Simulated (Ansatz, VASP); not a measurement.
## TiGe: VASP beside Ansatz

Wanted: the spread between two codes on one cell, functional and k mesh. The cell is invented: As first built, before any earlier steps moved the atoms (in the runner's words): it takes the ZrTi structure with some of its atoms replaced by other elements, volume scaled by an estimate. It may not be a known or stable phase. The cell is taken from a series of VASP runs on this material, whose earlier steps may have relaxed, scaled or displaced it; both programs get it as it stands. Valence electrons are named where the data sets of a main pair hold unlike numbers.

Main program and level: Ansatz 0.2.0; plane waves, with VASP 6.6.1 beside it; band structure at HSEsol.

## 1. Set-up

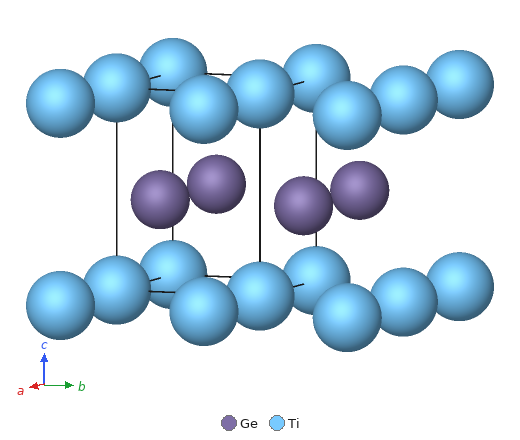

The starting structure, seen slightly off an axis (germanium purple, titanium blue). 2×2×1 cells are drawn. Some periodic images of atoms are drawn too.

Coordinates:

```
Ge Ti
1.0
     2.88703    0.00000    0.00000
     0.00000    2.88703    0.00000
     0.00000    0.00000    3.81363
Ge Ti
1 1
Direct
  0.50000 0.50000 0.50000
  0.00000 0.00000 0.00000
```

## 2. VASP: band structure, HSEsol

A single point gives forces, pressure and levels at one fixed geometry, so differences don't come from the geometry; what else differs is listed under the comparison.

Lines of VASP's logs that name or quote its potential files are left out, and so is its time.

The run reads the wave functions of an earlier VASP run, which isn't shown here.

INCAR reads:

```
SYSTEM = TiGe
PREC = Accurate
ENCUT = 410
EDIFF = 1E-06
NELM = 100
ISMEAR = 0
SIGMA = 0.02
LREAL = .FALSE.
ALGO = Normal
LHFCALC = .TRUE.
AEXX = 0.25
GGA = PS
HFSCREEN = 0.2
LASPH = .TRUE.
PRECFOCK = Fast
LORBIT = 11
LWAVE = .FALSE.
LCHARG = .FALSE.
KPAR = 4
```

POSCAR reads:

```
TiGe
1.0
    2.8870288867      0.0000000000      0.0000000000
    0.0000000000      2.8870288867      0.0000000000
    0.0000000000      0.0000000000      3.8136304620
Ge Ti
1 1
Direct
    0.5000000000      0.5000000000      0.5000000000
    0.0000000000      0.0000000000      0.0000000000
```

KPOINTS reads:

```
Automatic mesh
0
Gamma
5 5 4
0 0 0
```

KPOINTS_OPT reads:

```
Line mode
10
Line-mode
Reciprocal
  0.00000000   0.00000000   0.00000000 GAMMA
  0.00000000   0.50000000   0.00000000 X

  0.00000000   0.50000000   0.00000000 X
  0.50000000   0.50000000   0.00000000 M

  0.50000000   0.50000000   0.00000000 M
  0.00000000   0.00000000   0.00000000 GAMMA

  0.00000000   0.00000000   0.00000000 GAMMA
  0.00000000   0.00000000   0.50000000 Z

  0.00000000   0.00000000   0.50000000 Z
  0.00000000   0.50000000   0.50000000 R

  0.00000000   0.50000000   0.50000000 R
  0.50000000   0.50000000   0.50000000 A

  0.50000000   0.50000000   0.50000000 A
  0.00000000   0.00000000   0.50000000 Z

  0.00000000   0.50000000   0.00000000 X
  0.00000000   0.50000000   0.50000000 R

  0.50000000   0.50000000   0.00000000 M
  0.50000000   0.50000000   0.50000000 A
```

PAW data sets: Ge_d and Ti_sv (PBE family, release 64).

Command:

```sh
$ mpirun -np 4 vasp_std
```

Numbers of over 12 decimals in the logs are rounded to 6 here.

The program printed:

```text
[banner, memory and clock lines left out]
running    4 mpi-ranks, on    1 nodes
 distrk:  each k-point on    1 cores,    4 groups
 distr:  one band on    1 cores,    1 groups

 POSCAR found type information on POSCAR GeTi
 POSCAR found :  2 types and       2 ions
|                                                                             |
|               ----> ADVICE to this user running VASP <----                  |
|                                                                             |
|     You enforced a specific xc type in the INCAR file but a different       |
|     [... a line on the potential file left out ...]
|     I HOPE YOU KNOW WHAT YOU ARE DOING!                                     |
|                                                                             |

 LDA part: xc-table for (Slater+PW92), standard interpolation
 found WAVECAR, reading the header
 POSCAR, INCAR and KPOINTS ok, starting setup
 FFT: planning ... GRIDC
 FFT: planning ... GRID_SOFT
 FFT: planning ... GRID
 reading WAVECAR
 the WAVECAR file was read successfully
 initial charge from wavefunction
 entering main loop
       N       E                     dE             d eps       ncg     rms          rms(c)
DAV:   1    -0.164792981300E+02   -0.16479E+02   -0.16432E+00   740   0.148E+01    0.224E+00
DAV:   2    -0.164293629474E+02    0.49935E-01   -0.29664E-01   716   0.661E+00    0.801E-01
DAV:   3    -0.164377175137E+02   -0.83546E-02   -0.55364E-02   910   0.186E+00    0.497E-01
DAV:   4    -0.164355463253E+02    0.21712E-02   -0.65654E-03   724   0.806E-01    0.290E-01
DAV:   5    -0.164354713367E+02    0.74989E-04   -0.22593E-03   896   0.317E-01    0.175E-01
DAV:   6    -0.164354325989E+02    0.38738E-04   -0.19652E-04   676   0.194E-01    0.950E-02
DAV:   7    -0.164354192341E+02    0.13365E-04   -0.75466E-05   847   0.822E-02    0.551E-02
DAV:   8    -0.164354168572E+02    0.23768E-05   -0.77612E-06   627   0.236E-02    0.335E-02
DAV:   9    -0.164354156312E+02    0.12260E-05   -0.29327E-06   599   0.158E-02    0.201E-02
DAV:  10    -0.164354154494E+02    0.18179E-06   -0.60966E-07   332   0.733E-03
   1 F= -.16435415E+02 E0= -.16435183E+02  d E =-.465793E-03
 Start KPOINTS_OPT (optional k-point list driver)
k-point batch [1-18\90]
       N       E                     dE             ncg
DAV:   1    -0.361658292839E+04   -0.15071E+05      628
DAV:   2    -0.721006133868E+04   -0.35935E+04      613
DAV:   3    -0.756650581501E+04   -0.35644E+03      743
DAV:   4    -0.758835445464E+04   -0.21849E+02      866
DAV:   5    -0.758953281727E+04   -0.11784E+01      907
DAV:   6    -0.758956489746E+04   -0.32080E-01      828
DAV:   7    -0.758956605321E+04   -0.11558E-02      897
DAV:   8    -0.758956611571E+04   -0.62497E-04      705
DAV:   9    -0.758956612015E+04   -0.44430E-05      617
DAV:  10    -0.758956612052E+04   -0.37048E-06      619
[...]
k-point batch [73-90\90]
       N       E                     dE             ncg
DAV:   1    -0.366931015412E+04   -0.22353E+05      628
DAV:   2    -0.721587454643E+04   -0.35466E+04      621
DAV:   3    -0.754447678400E+04   -0.32860E+03      789
DAV:   4    -0.756265388885E+04   -0.18177E+02      848
DAV:   5    -0.756363597749E+04   -0.98209E+00      901
DAV:   6    -0.756367183109E+04   -0.35854E-01      789
DAV:   7    -0.756367344952E+04   -0.16184E-02      881
DAV:   8    -0.756367356457E+04   -0.11506E-03      705
DAV:   9    -0.756367357482E+04   -0.10249E-04      615
DAV:  10    -0.756367357595E+04   -0.11298E-05      591
DAV:  11    -0.756367357610E+04   -0.14526E-06      568
```

Parts of OUTCAR (step 2):

```text
ion  position               nearest neighbor table
   1  0.500  0.500  0.500-   2 2.79   2 2.79   2 2.79   2 2.79   2 2.79   2 2.79   2 2.79   2 2.79

  LATTYP: Found a simple tetragonal cell.
 ALAT       =     2.8870288867
 C/A-ratio  =     1.3209533440

 Subroutine GETGRP returns: Found 16 space group operations
 (whereof 16 operations were pure point group operations)

The static configuration has the point symmetry D_4h.

 Found     18 irreducible k-points:

   k-points           NKPTS =     18   k-points in BZ     NKDIM =    100   number of bands    NBANDS=     17

   dimension x,y,z NGX =    20 NGY =   20 NGZ =   28
   dimension x,y,z NGXF=    40 NGYF=   40 NGZF=   56

   ENCUT  =  410.0 eV  30.13 Ry    5.49 a.u.   4.77  4.77  6.30*2*pi/ulx,y,z

   NELECT =      26.0000    total number of electrons

 k-points in reciprocal lattice and weights: Automatic mesh
   0.00000000  0.00000000  0.00000000       0.010
   0.20000000  0.00000000  0.00000000       0.040
   0.40000000  0.00000000  0.00000000       0.040
   0.20000000  0.20000000  0.00000000       0.040
   0.40000000  0.20000000  0.00000000       0.080
   0.40000000  0.40000000  0.00000000       0.040
   0.00000000  0.00000000  0.25000000       0.020
   0.20000000  0.00000000  0.25000000       0.080
   0.40000000  0.00000000  0.25000000       0.080
[...]
0.40000000  0.20000000  0.50000000       0.080
   0.40000000  0.40000000  0.50000000       0.040

  exchange ACFDT corr.  =         0.00000000  see jH, gK, PRB 81, 115126

 average (electrostatic) potential at core
       1 -62.7666       2 -66.2390

 E-fermi :   9.3536

 k-point     1 :       0.0000    0.0000    0.0000
  band No.  band energies     occupation
    ...
      9     -18.7571      2.00000
     10      -4.6942      2.00000
     11       6.6679      2.00000
     12       7.1460      2.00000
     13       7.2435      2.00000
     14      11.7154      0.00000
     15      11.7154      0.00000
     16      13.1268      0.00000
     17      14.3433      0.00000

 k-point     2 :       0.2000    0.0000    0.0000
  band No.  band energies     occupation
    ...
      9     -18.7548      2.00000
     10      -3.8834      2.00000
     11       6.6932      2.00000
     12       6.7810      2.00000
     13       7.2246      2.00000
     14      11.3724      0.00000
     15      11.8385      0.00000
     16      12.0388      0.00000
     17      12.4399      0.00000

 k-point     3 :       0.4000    0.0000    0.0000
  band No.  band energies     occupation
    ...
      9     -18.7314      2.00000
     10      -1.6561      2.00000
     11       3.0044      2.00000
     12       6.2068      2.00000
     13       7.9473      2.00000
     14      11.0838      0.00000
     15      12.0447      0.00000
     16      12.6308      0.00000
     17      14.6374      0.00000

  energy-cutoff  :      410.00
  volume of cell :       31.79
      direct lattice vectors                 reciprocal lattice vectors
     2.887028887  0.000000000  0.000000000     0.346376860  0.000000000  0.000000000
     0.000000000  2.887028887  0.000000000     0.000000000  0.346376860  0.000000000
     0.000000000  0.000000000  3.813630462     0.000000000  0.000000000  0.262217331

 POSITION                                       TOTAL-FORCE (eV/Angst)
 -----------------------------------------------------------------------------------
      1.44351      1.44351      1.90682         0.000000      0.000000      0.000000
      0.00000      0.00000      0.00000         0.000000      0.000000      0.000000
 -----------------------------------------------------------------------------------
    total drift:                                0.000000      0.000000      0.000000

  FREE ENERGIE OF THE ION-ELECTRON SYSTEM (eV)
  ---------------------------------------------------
  free  energy   TOTEN  =       -16.4354154494 eV

  energy  without entropy=      -16.4349496560  energy(sigma->0) =      -16.43518255

 total charge
# of ion       s       p       d       tot
------------------------------------------
    1        1.136   1.248  10.045  12.429
    2        2.175   6.120   1.936  10.231
--------------------------------------------------
tot          3.311   7.368  11.981  22.660

[... 3 further parts left out ...]
```

The k-mesh is coarse for a metal. Spin-orbit coupling is off here; it would split degenerate levels.

(Continued in part 2 of 2.)

[Lines on the potential files, build, host, timing and source positions are cut from VASP's logs without a mark.]

[Logs are printed without paths, hosts, clocks, repeated set-up lines and the standing remarks that a program may print on its own settings, such as how far it seeks lower states.]

[Hosts, paths, dates, database ids (printed as entryN), source tags and the programs' standing remarks are cut or masked in the printed files.]
